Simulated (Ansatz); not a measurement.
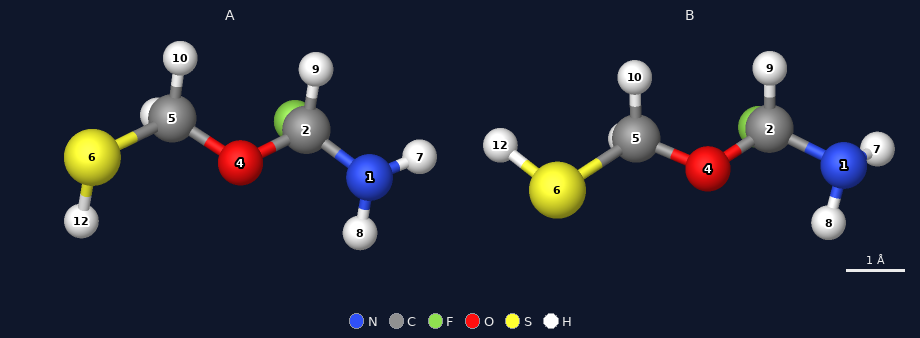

Two geometries of C2H6FNOS (coarse preliminary run), drawn at one scale. One is the start of a relaxation, the other its converged end. A ball-and-stick model, seen at a tilt.

Theory: RKS PBE-D4/def2-SVP (Ansatz 0.2.0). Settings: force threshold 0.03 eV/Å; at most 200 steps.

**Which one is relaxed?**

Structure A is the relaxed one. The start comes from a force field. After 15 accepted moves (16 points after the start) the energy has fallen by 17.7 kcal/mol. The largest force component goes from 3.1 to 0.011 eV/Å. The line search rejected the trial step at point 6 of the run. An H atom moves most after the best rigid fit: 1.50 Å. By element the largest moves are H 1.50 Å, S 0.60 Å, C 0.36 Å, N 0.32 Å, F 0.19 Å, O 0.17 Å. Some distances before and after: C–F 1.350 → 1.431 Å, C–H 1.056 → 1.110 Å, C–O 1.372 → 1.421 Å, H–N 0.976 → 1.024 Å. Bond angles that change, for instance: C–N–H 99.5° → 110.4°, F–C–H 111.7° → 103.9°, N–C–F 105.4° → 113.0°. Groups turn about C–S by about 110°.
